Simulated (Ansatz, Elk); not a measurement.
**Bonding as seen by X-rays: InCu2SiS4**

Structure refinements treat a crystal as free atoms side by side. For a made-up structure of InCu2SiS4 (cell and positions from a PBE relaxation) the runs below show what the calculated density changes in F(hkl).

Main program and level: Elk 11.2.3 (patched build); DFT, PBE, all-electron APW+lo, Dirac cores, scalar-relativistic bands, static density, no spin.

The structure was built from a prototype and need not be the compound's stable phase.

### 1. The starting structure

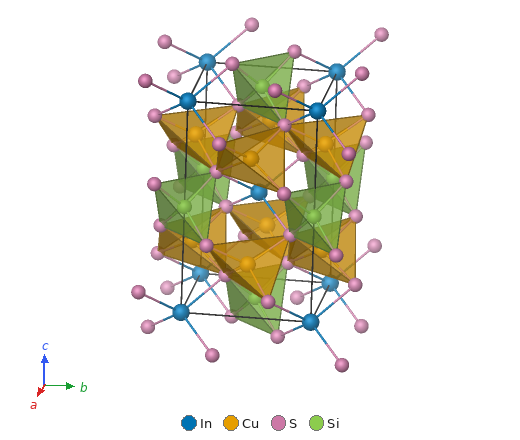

The cell as given, slightly off an axis (indium blue, copper orange, sulfur pink, silicon green). This picture shows the conventional cell, with its axes. Some periodic images of atoms are drawn too.

### 2. Ground state and structure factors

An all-electron density is needed, since X-rays see the cores too. Task 0 finds the density and task 195 Fourier-transforms it; tshift is off so that phases refer to the origin typed.

The input, elk.in:

```
tasks
  0
  195

xctype
  20

spinpol
  .false.

rgkmax
  7.0

gmaxvr
  14.0

lmaxo
  7

lmaxapw
  8

swidth
  0.002

tshift
  .false.

ramdisk
  .false.

hmaxvr
  5.5

maxscl
  120

epspot
  1e-06

sppath
  './'

avec
  -5.45641684845 5.45641684845 9.22732162516
  5.45641684845 -5.45641684845 9.22732162516
  5.45641684845 5.45641684845 -9.22732162516

atoms
  4
  'In.in'
  1
  -0.0000000000 -0.0000000000 0.0000000000   0.000000 0.000000 0.000000
  'Cu.in'
  2
  0.2500000000 0.7500000000 0.5000000000   0.000000 0.000000 0.000000
  0.7500000000 0.2500000000 0.5000000000   0.000000 0.000000 0.000000
  'S.in'
  4
  0.1556145537 0.1556145537 0.5836399568   0.000000 0.000000 0.000000
  0.5719745969 0.5719745969 0.4163600432   0.000000 0.000000 0.000000
  0.8443854463 0.4280254031 0.0000000000   0.000000 0.000000 0.000000
  0.4280254031 0.8443854463 0.0000000000   0.000000 0.000000 0.000000
  'Si.in'
  1
  0.5000000000 0.5000000000 0.0000000000   0.000000 0.000000 0.000000

ngridk
  6 6 6
```

The run is started by

```bash
$ OMP_NUM_THREADS=4 elk
```

Numbers of over 12 decimals in the logs are rounded to 6 here.

Output:

```text
┌─────────────────────────┐
│ Elk code version 11.2.3 │
└─────────────────────────┘

All units are atomic (Hartree, Bohr, etc.)

┌─────────────────────────────────────────────────┐
│ Ground-state run starting from atomic densities │
└─────────────────────────────────────────────────┘

Lattice vectors :
  -5.456416848       5.456416848       9.227321625
   5.456416848      -5.456416848       9.227321625
   5.456416848       5.456416848      -9.227321625

Reciprocal lattice vectors :
  0.8206209338E-17  0.5757611159      0.3404663651
  0.5757611159      0.8206209338E-17  0.3404663651
  0.5757611159      0.5757611159     -0.2159837383E-17

Unit cell volume      :    1098.881172
Brillouin zone volume :   0.2257297875

Muffin-tin inner radius fraction :   0.1000000000E-01

Nuclei treated as point charges

Species : 1 (In)
 parameters loaded from : In.in
 name : indium
 nuclear charge    :   -49.00000000
 electronic charge :    49.00000000
 atomic mass :    209300.4102
 muffin-tin radius :    2.600000000
 number of radial points in muffin-tin :   1193
 inner part over the whole radius :   0.9943151076E-02
 number on inner part of muffin-tin    :    850
 approximate nuclear radius :   0.8768807633E-04
 number of mesh points to nuclear radius :    427
 atomic positions (lattice), magnetic fields (Cartesian) :
  1 :   0.00000000  0.00000000  0.00000000    0.00000000  0.00000000  0.00000000

Species : 2 (Cu)
 parameters loaded from : Cu.in
 name : copper
 nuclear charge    :   -29.00000000
 electronic charge :    29.00000000
 atomic mass :    115837.2717
 muffin-tin radius :    2.386557616
 number of radial points in muffin-tin :    993
 inner part over the whole radius :   0.9909454729E-02
 number on inner part of muffin-tin    :    701
 approximate nuclear radius :   0.7406004541E-04
 number of mesh points to nuclear radius :    336
 atomic positions (lattice), magnetic fields (Cartesian) :
  1 :   0.25000000  0.75000000  0.50000000    0.00000000  0.00000000  0.00000000
  2 :   0.75000000  0.25000000  0.50000000    0.00000000  0.00000000  0.00000000

Species : 3 (S)
 parameters loaded from : S.in
 name : sulphur
 nuclear charge    :   -16.00000000
 electronic charge :    16.00000000
 atomic mass :    58450.91931
 muffin-tin radius :    2.003370147
 number of radial points in muffin-tin :    793
 inner part over the whole radius :   0.9980543314E-02
 number on inner part of muffin-tin    :    553
 approximate nuclear radius :   0.6195814986E-04
 number of mesh points to nuclear radius :    252
 atomic positions (lattice), magnetic fields (Cartesian) :
  1 :   0.15561455  0.15561455  0.58363996    0.00000000  0.00000000  0.00000000
  2 :   0.57197460  0.57197460  0.41636004    0.00000000  0.00000000  0.00000000
  3 :   0.84438545  0.42802540  0.00000000    0.00000000  0.00000000  0.00000000
  4 :   0.42802540  0.84438545  0.00000000    0.00000000  0.00000000  0.00000000

Species : 4 (Si)
 parameters loaded from : Si.in
 name : silicon
 nuclear charge    :   -14.00000000
 electronic charge :    14.00000000
 atomic mass :    51196.73458
 muffin-tin radius :    2.014654212
 number of radial points in muffin-tin :    793
 inner part over the whole radius :   0.9974662479E-02
 number on inner part of muffin-tin    :    552
 approximate nuclear radius :   0.5963282101E-04
 number of mesh points to nuclear radius :    248
 atomic positions (lattice), magnetic fields (Cartesian) :
  1 :   0.50000000  0.50000000  0.00000000    0.00000000  0.00000000  0.00000000

Total number of atoms per unit cell :    8
Total muffin-tin volume :    356.4711165
 ratio of muffin-tin to unit cell volume :   0.3243945984

Spin treatment :
 spin-unpolarised

Number of Bravais lattice symmetries :   16
Number of crystal symmetries         :    8
Crystal has no inversion symmetry
Complex Hermitian eigensolver will be used

k-point grid :      6     6     6
k-point offset :    0.000000000       0.000000000       0.000000000
[...]
Estimated direct band gap   :   0.9345163122E-02
 at k-point 26

Charges :
 core                        :    104.0000000
 valence                     :    81.00000000
 interstitial                :    14.27259428
 muffin-tins (core leakage)
  species : 1 (In)
[...]
species : 2 (Cu)
[...]
species : 3 (S)
[...]
species : 4 (Si)
[...]
total in muffin-tins        :    170.7274057
 total calculated charge     :    184.9957096
 total charge                :    185.0000000
 error                       :   0.4290426369E-02

RMS change in Kohn-Sham potential (target) :   0.4579801693     (  0.1000000000E-05)
Absolute change in total energy (target)   :   0.6446439518     (  0.1000000000E-03)

[... loops 3 to 15 left out ...]

┌──────────────────┐
│ Loop number : 16 │
└──────────────────┘

Energies :
 Fermi                       :     0.197451
 sum of occupied eigenvalues :     -6494.5654385016
 electron kinetic            :      11441.987259483
 core electron kinetic       :      10803.767345107
 Coulomb                     :     -22103.426049842
 Coulomb potential           :     -17392.283552520
 nuclear-nuclear             :     -1291.4210307259
 electron-nuclear            :     -24257.502035090
 Hartree                     :      3445.4970159739
 Madelung                    :     -13407.284273581
 xc potential                :     -544.26914546432
 exchange                    :     -410.32735585015
 correlation                 :     -8.490885
 electron entropic           :    -0.70534281419366E-03
 total energy                :     -11080.257736812

Density of states at Fermi energy :    55.77491331
 (states/Hartree/unit cell)

Estimated indirect band gap :   0.2022677566E-02
 from k-point 29 to k-point 13
Estimated direct band gap   :   0.4427027757E-01
 at k-point 6

Charges :
 core                        :    104.0000000
 valence                     :    81.00000000
 interstitial                :    13.77589887
 muffin-tins (core leakage)
  species : 1 (In)
[...]
species : 2 (Cu)
[...]
species : 3 (S)
[...]
species : 4 (Si)
[...]
total in muffin-tins        :    171.2241011
 total calculated charge     :    184.9958165
 total charge                :    185.0000000
 error                       :   0.4183534398E-02

RMS change in Kohn-Sham potential (target) :   0.6344191780E-06 (  0.1000000000E-05)
Absolute change in total energy (target)   :   0.2274541475E-04 (  0.1000000000E-03)

Convergence targets achieved

┌──────────────────┐
│ Loop number : 17 │
└──────────────────┘

Energies :
 Fermi                       :     0.197451
 sum of occupied eigenvalues :     -6494.5654082066
 electron kinetic            :      11441.987295758
 core electron kinetic       :      10803.767356748
 Coulomb                     :     -22103.426069064
 Coulomb potential           :     -17392.283543588
 nuclear-nuclear             :     -1291.4210307259
 electron-nuclear            :     -24257.502081529
 Hartree                     :      3445.4970431907
 Madelung                    :     -13407.284297270
 xc potential                :     -544.26916037687
 exchange                    :     -410.32735710467
 correlation                 :     -8.490885
 electron entropic           :    -0.70534301864139E-03
 total energy                :     -11080.257721036

Density of states at Fermi energy :    55.77493401
 (states/Hartree/unit cell)

Estimated indirect band gap :   0.2022651939E-02
 from k-point 29 to k-point 13
Estimated direct band gap   :   0.4427016501E-01
 at k-point 6

Charges :
 core                        :    104.0000000
 valence                     :    81.00000000
 interstitial                :    13.77589811
 muffin-tins (core leakage)
  species : 1 (In)
[...]
species : 2 (Cu)
[...]
species : 3 (S)
[...]
atom 3                    :    13.94187661     (  0.2597632382E-03)
   atom 4                    :    13.94187661     (  0.2597632382E-03)
  species : 4 (Si)
   atom 1                    :    11.81818926     (  0.3414176886E-02)
 total in muffin-tins        :    171.2241019
 total calculated charge     :    184.9958165
 total charge                :    185.0000000
 error                       :   0.4183534642E-02

┌──────────────────────────────┐
│ Self-consistent loop stopped │
└──────────────────────────────┘

Warning : core states of species 1 leak from the muffin-tin :   0.1281588731E-03

Warning : core states of species 2 leak from the muffin-tin :   0.1740050436E-03

Warning : core states of species 3 leak from the muffin-tin :   0.2597632382E-03

Warning : core states of species 4 leak from the muffin-tin :   0.3414176886E-02

Wrote STATE.OUT
```

Wall time 2.9 min (4 threads of Arm Neoverse V1, shared host); peak memory 0.31 GiB; 9.4 min of CPU time.

SFACRHO.OUT:

```text

h k l indices transformed by vhmat matrix:
   1.000000000       0.000000000       0.000000000    
   0.000000000       1.000000000       0.000000000    
   0.000000000       0.000000000       1.000000000    

      h      k      l  multipl.   |H|            Re(F)            Im(F)           |F|

      0      0      0      1   0.0000000       185.00000      0.51714143E-15   185.00000    
     -1      0      0      8  0.66889327       23.605576     -0.14409049E-14   23.605576    
      1      1     -1      2  0.68093273      -4.3780977      0.12483586E-14   4.3780977    
      0      0     -1      4  0.81424918       6.8891905     -0.19319168E-13   6.8891905    
      2      0     -1      4   1.0614476       101.81611      -45.999948       111.72518    
      1      1     -2      4   1.0614476       101.81611       45.999948       111.72518    
     -1      1     -1      4   1.1515222       58.586410     -0.10168505E-13   58.586410    
      2      1     -1      8   1.1725003       41.299487     -0.18312281E-13   41.299487    
      2     -1     -1      8   1.3316988       36.473227       16.455302       40.013413    
      0      1     -2      8   1.3316988       36.473227      -16.455302       40.013413    
      0     -2      2      8   1.3377865       8.0518626     -0.43148842E-14   8.0518626    
     -2     -2      2      2   1.3618655       52.634710      0.18669466E-13   52.634710    
     -2     -2      1      4   1.5867197      0.10026742       10.321173       10.321660    
     -3     -1      2      4   1.5867197      0.10026742      -10.321173       10.321660    
     -2      2      0      4   1.6284984       119.14146     -0.35196839E-13   119.14146    
     -3      0      2      8   1.6433990       20.419089      -10.543484       22.980519    
     -2     -1      3      8   1.6433990       20.419089       10.543484       22.980519    
     -1      2     -2      8   1.7605184       45.189805      0.86289340E-14   45.189805
```

Elk indexes on the primitive cell of elk.in and gives |H| = 4π sin θ/λ in inverse bohr. Below, one row stands for each form hkl of the conventional cell (m members, Friedel mates merged), F is for one primitive cell and the density is static (no thermal factor). Free-atom factors are Waasmaier and Kirfel's, and R is Σm||F|−|F'||/Σm|F|.

| hkl | m | sin θ/λ (Å⁻¹) | abs F, DFT | neutral atoms | diff. | abs of complex diff. |
| --- | --- | --- | --- | --- | --- | --- |
| 101 | 8 | 0.101 | 23.606 | 23.737 | -0.132 | 0.132 |
| 002 | 2 | 0.102 | 4.378 | 4.478 | -0.100 | 0.100 |
| 110 | 4 | 0.122 | 6.889 | 6.697 | +0.192 | 0.192 |
| 112 | 8 | 0.160 | 111.725 | 111.744 | -0.019 | 0.715 |
| 200 | 4 | 0.173 | 58.586 | 59.422 | -0.836 | 0.836 |
| 103 | 8 | 0.176 | 41.300 | 41.156 | +0.143 | 0.143 |
| 211 | 16 | 0.200 | 40.013 | 39.950 | +0.063 | 0.212 |
| 202 | 8 | 0.201 | 8.052 | 7.614 | +0.438 | 0.438 |
| 004 | 2 | 0.205 | 52.635 | 53.474 | -0.840 | 0.840 |
| 114 | 8 | 0.239 | 10.322 | 10.551 | -0.229 | 0.575 |
| 220 | 4 | 0.245 | 119.141 | 119.796 | -0.655 | 0.655 |
| 213 | 16 | 0.247 | 22.981 | 23.033 | -0.053 | 0.082 |
| 301 | 8 | 0.265 | 45.190 | 45.216 | -0.026 | 0.026 |
| 222 | 8 | 0.265 | 9.753 | 9.749 | +0.004 | 0.614 |
| 204 | 8 | 0.268 | 117.625 | 118.255 | -0.630 | 0.630 |
| 105 | 8 | 0.270 | 31.234 | 31.223 | +0.011 | 0.011 |
| 310 | 8 | 0.274 | 4.131 | 4.627 | -0.497 | 0.497 |
| 312 | 16 | 0.292 | 86.897 | 87.583 | -0.686 | 0.689 |

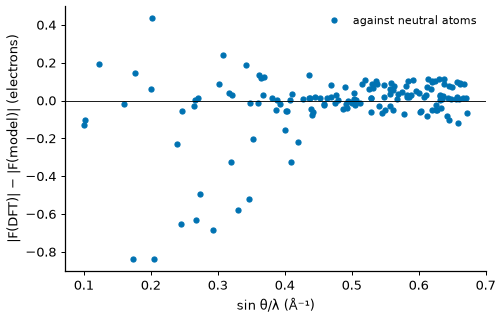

Difference between the calculated structure factors and the independent-atom ones.

### 3. The highest occupied states alone

An energy window below the Fermi level keeps the highest occupied states, to see at which angles they scatter; shallow core shells can lie inside it and anion s states outside. No new self-consistency is needed.

Changes to elk.in since step 2:

```diff
@@ -1,3 +1,2 @@
 tasks
-  0
   195
@@ -40,2 +39,5 @@
 
+wsfac
+  -0.170040 0.497450
+
 sppath
```

The run is started by

```bash
$ OMP_NUM_THREADS=4 elk
```

Output:

```text
┌─────────────────────────────────┐
│ Elk code version 11.2.3 started │
└─────────────────────────────────┘

Info(readinput): the functional depends on the density's gradient
 muffin-tin radial points multiplied by    2.00000
 (not where nrmtscf is given)

┌────────────────────┐
│ Current task : 195 │
└────────────────────┘
Info(checkmt): changed muffin-tin radius of species 2 (Cu) from   2.4000 to   2.3866
Info(checkmt): changed muffin-tin radius of species 3 (S) from   2.2000 to   2.0034
Info(checkmt): changed muffin-tin radius of species 4 (Si) from   2.2000 to   2.0147

Info(sfacrho): density structure factors written to SFACRHO.OUT

 Energy window :  -0.1700400000      0.4974500000

┌──────────────────┐
│ Elk code stopped │
└──────────────────┘
```

It took 29 s on 4 threads; peak memory 0.24 GiB; 35 s of CPU time.

States within 10 eV below the Fermi level hold 45.00 electrons; any levels below the window count with the cores. Their amplitudes can exceed the total, where window and core parts have opposite phase:

| hkl | sin θ/λ (Å⁻¹) | abs F, window | abs F, all |
| --- | --- | --- | --- |
| 101 | 0.101 | 2.408 | 23.606 |
| 002 | 0.102 | 17.451 | 4.378 |
| 110 | 0.122 | 14.641 | 6.889 |
| 112 | 0.160 | 18.277 | 111.725 |
| 200 | 0.173 | 10.154 | 58.586 |
| 103 | 0.176 | 1.024 | 41.300 |
| 211 | 0.200 | 1.678 | 40.013 |
| 202 | 0.201 | 12.376 | 8.052 |
| 004 | 0.205 | 9.823 | 52.635 |
| 114 | 0.239 | 11.733 | 10.322 |

### 4. Another functional

The difference from free atoms is small, so it is set against the change that PBEsol makes.

Changes to elk.in since step 3:

```diff
@@ -1,2 +1,3 @@
 tasks
+  0
   195
@@ -4,3 +5,3 @@
 xctype
-  20
+  22
 
@@ -39,5 +40,2 @@
 
-wsfac
-  -0.170040 0.497450
-
 sppath
```

The run is started by

```bash
$ OMP_NUM_THREADS=4 elk
```

Output:

```text
┌─────────────────────────┐
│ Elk code version 11.2.3 │
└─────────────────────────┘

All units are atomic (Hartree, Bohr, etc.)

┌─────────────────────────────────────────────────┐
│ Ground-state run starting from atomic densities │
└─────────────────────────────────────────────────┘

Lattice vectors :
  -5.456416848       5.456416848       9.227321625
   5.456416848      -5.456416848       9.227321625
   5.456416848       5.456416848      -9.227321625

Reciprocal lattice vectors :
  0.8206209338E-17  0.5757611159      0.3404663651
[...]
total in muffin-tins        :    171.1483549
 total calculated charge     :    184.9957541
 total charge                :    185.0000000
 error                       :   0.4245879025E-02

┌──────────────────────────────┐
│ Self-consistent loop stopped │
└──────────────────────────────┘

Warning : core states of species 1 leak from the muffin-tin :   0.1295018138E-03

Warning : core states of species 2 leak from the muffin-tin :   0.1774258041E-03

Warning : core states of species 3 leak from the muffin-tin :   0.2616880212E-03

Warning : core states of species 4 leak from the muffin-tin :   0.3452628408E-02

Wrote STATE.OUT
[key lines of the parts left out:]
total energy                :     -11071.874390464
```

It took 2.8 min on 4 threads; peak memory 0.31 GiB; 9.3 min of CPU time.

Against the first run R = 0.03 %; the largest change is -0.059 at 112.

### 5. Basis size

A smaller basis shows how fast F responds to it; the change is likely larger than the basis error of the first run, but doesn't show convergence.

Changes to elk.in since step 4:

```diff
@@ -5,3 +5,3 @@
 xctype
-  22
+  20
 
@@ -11,3 +11,3 @@
 rgkmax
-  7.0
+  5.5
```

The run is started by

```bash
$ OMP_NUM_THREADS=4 elk
```

Output:

```text
┌─────────────────────────┐
│ Elk code version 11.2.3 │
└─────────────────────────┘

All units are atomic (Hartree, Bohr, etc.)

┌─────────────────────────────────────────────────┐
│ Ground-state run starting from atomic densities │
└─────────────────────────────────────────────────┘

Lattice vectors :
  -5.456416848       5.456416848       9.227321625
   5.456416848      -5.456416848       9.227321625
   5.456416848       5.456416848      -9.227321625

Reciprocal lattice vectors :
  0.8206209338E-17  0.5757611159      0.3404663651
[...]
total in muffin-tins        :    170.9910937
 total calculated charge     :    184.9958271
 total charge                :    185.0000000
 error                       :   0.4172926507E-02

┌──────────────────────────────┐
│ Self-consistent loop stopped │
└──────────────────────────────┘

Warning : core states of species 1 leak from the muffin-tin :   0.1283596496E-03

Warning : core states of species 2 leak from the muffin-tin :   0.1740766734E-03

Warning : core states of species 3 leak from the muffin-tin :   0.2583032034E-03

Warning : core states of species 4 leak from the muffin-tin :   0.3408843780E-02

Wrote STATE.OUT
[key lines of the parts left out:]
total energy                :     -11080.128848167
```

It took 92 s on 4 threads; peak memory 0.29 GiB; 4.4 min of CPU time.

Against the first run R = 0.04 %; the largest change is +0.103 at 008.

### 6. Settings against the effect

| run | R against the first run (%) | R against neutral atoms, low angle (%) | wall time |
| --- | --- | --- | --- |
| PBE, rgkmax 7 | 0.00 | 0.59 | 2.9 min |
| PBEsol | 0.03 | 0.61 | 2.8 min |
| rgkmax 5.5 | 0.04 | 0.61 | 92 s |

### 7. Summary of results

| Quantity | Value |
| --- | --- |
| R against neutral atoms, sin θ/λ < 0.3 Å⁻¹ | 0.59 % |
| R against neutral atoms, 0.3 to 0.67 Å⁻¹ | 0.20 % |

**Reading.** Independent neutral atoms miss the calculated amplitudes by R = 0.59 % below 0.3 Å⁻¹ and 0.20 % from there to 0.67 Å⁻¹; by shells, 0.90 % below 0.15 Å⁻¹ (3 forms), 0.58 % 0.15 to 0.3 (15 forms), 0.26 % 0.3 to 0.45 (34 forms), 0.18 % above 0.45 (97 forms). Bonding, aspherical density and the tables' own atoms all enter these figures, and the runs don't part them. The largest change of an amplitude is -0.84 electrons, at 004. R counts amplitudes alone; phases shift too. Weak lines can change much in proportion: 402 goes from 0.79 to 0.92. The window's part falls from 45.0 electrons at the origin to at most 5.15 between 0.45 and 0.67 Å⁻¹, where compact states inside the window still scatter. Below 0.3 Å⁻¹ the changes that finished (PBEsol and rgkmax 5.5) move F by R = 0.04 % at most, against the 0.59 % that separates it from free atoms. The k-mesh has no finished test. These runs have no spin, though d or f shells may be open. The electron count is odd, so without spin the run is a metal by force. Part of the difference isn't bonding: the tables are fits to free atoms and ions calculated by other methods than this functional. Thermal motion, anomalous dispersion and extinction are left out.

[Logs are printed without paths, hosts, clocks, repeated set-up lines and the standing remarks that a program may print on its own settings, such as how far it seeks lower states.]

[Hosts, paths, dates, database ids (printed as entryN), source tags and the programs' standing remarks are cut or masked in the printed files.]
